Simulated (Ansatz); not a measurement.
**C$_{4}$H$_{3}$BrN$_{2}$ (SMILES Brc1ccncn1): density, localisation and related maps**

The calculation's input:

```
crystal:
  periodic: [false, false, false]
  atoms:
    - {symbol: C, position_ang: [-1.598264, 0.281430, -0.830501]}
    - {symbol: C, position_ang: [-2.683538, 0.822298, -0.132224]}
    - {symbol: C, position_ang: [-2.345405, 1.677455, 0.916902]}
    - {symbol: C, position_ang: [-0.141898, 1.382889, 0.493752]}
    - {symbol: Br, position_ang: [-1.930206, -0.901038, -2.284921]}
    - {symbol: "N", position_ang: [-1.078897, 1.964929, 1.238922]}
    - {symbol: N, position_ang: [-0.343010, 0.547859, -0.534221]}
    - {symbol: H, position_ang: [-3.718385, 0.591203, -0.390527]}
    - {symbol: H, position_ang: [-3.130783, 2.149037, 1.521343]}
    - {symbol: H, position_ang: [0.903877, 1.605033, 0.740898]}
basis:
  gaussian:
    orbitals: def2-SVPD
hamiltonian:
  xc: {name: PBE0}
output: {forces: true, orbitals: {seedname: orbitals}}
```

Command:

```sh
ansatz run input.yaml --threads 2 --pin off --max-ram 5220MiB --events-out events.jsonl --progress --plain --runs-dir runs
```

Geometry: r2SCAN-D4/def2-SVP.

All numbers below come from isolated molecule in a Gaussian basis; Kohn-Sham density functional theory, functional PBE0 in Ansatz 0.2.0.

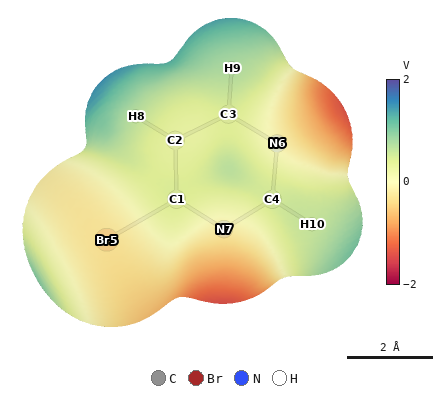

Figure 1. The electrostatic potential painted on the density surface at 0.002 e/bohr³, seen across its widest extent; the colour scale runs from red (negative) to blue (positive).

**Describe the electrostatic potential map.**

The most negative region (about −1.4 V) lies over N6 and N7, the most positive (about +1.5 V) over H8. Br5 shows a σ-hole: about +1.0 V at the tip opposite its bond, against about −0.3 V on its flanks.

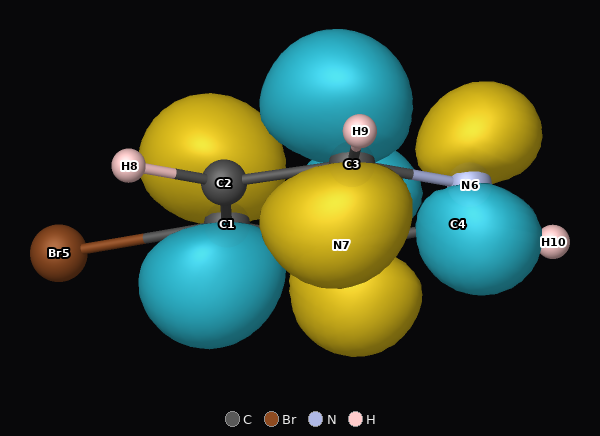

Figure 2. The LUMO at ±0.15 Å⁻³ᐟ² (yellow and cyan are the two phases), seen from one side.

**Where does this orbital lie, and at what energy?**

Its weight (Hirshfeld) is mainly on C3 (about 25 %), C1 (about 20 %), N7 (about 15 %), N6 (about 15 %), C2 (about 5 %) and Br5 (about 5 %); it changes sign across the molecular plane (π type); π-bonding across C1–C2; π-antibonding (a node) across C1–Br5, C1–N7, C2–C3 and C3–N6. Its energy is −1.72 eV.

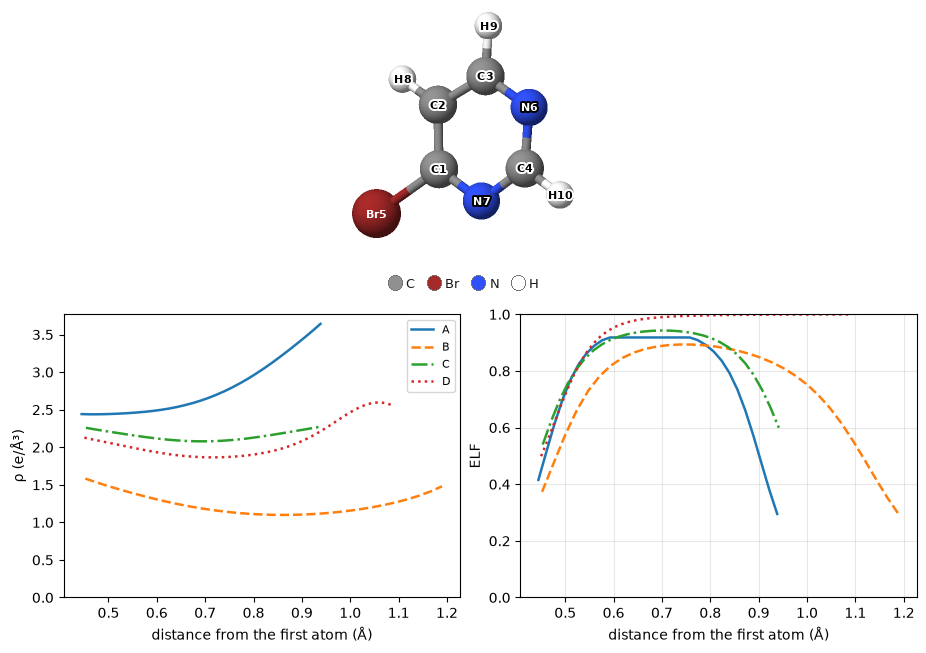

Figure 3. Total electron density and ELF along straight lines between neighbouring atoms. The curves leave out the atomic cores. The structure is drawn too.

**Which curve belongs to which contact (C–Br, C–C, C–H and C–N)? The first atom named is at distance zero.**

Curve A: C–N (1.32 Å): ρ at the midpoint is about 2.6 e/Å³; the ELF peaks at about 0.90 between the atoms: localised, covalent bonding. Curve B: C–Br (1.90 Å): the density is about 1.1 e/Å³ at the midpoint; the ELF peaks at about 0.90 between the atoms: localised, covalent bonding. Curve C: C–C (1.40 Å): ρ at the midpoint is about 2.1 e/Å³; the ELF peaks at about 0.95 between the atoms: localised, covalent bonding. Curve D: C–H (1.09 Å): ρ is about 2 e/Å³ halfway; the ELF climbs to about 1 towards the hydrogen, as it does in any bond to H: an ordinary covalent bond to hydrogen.
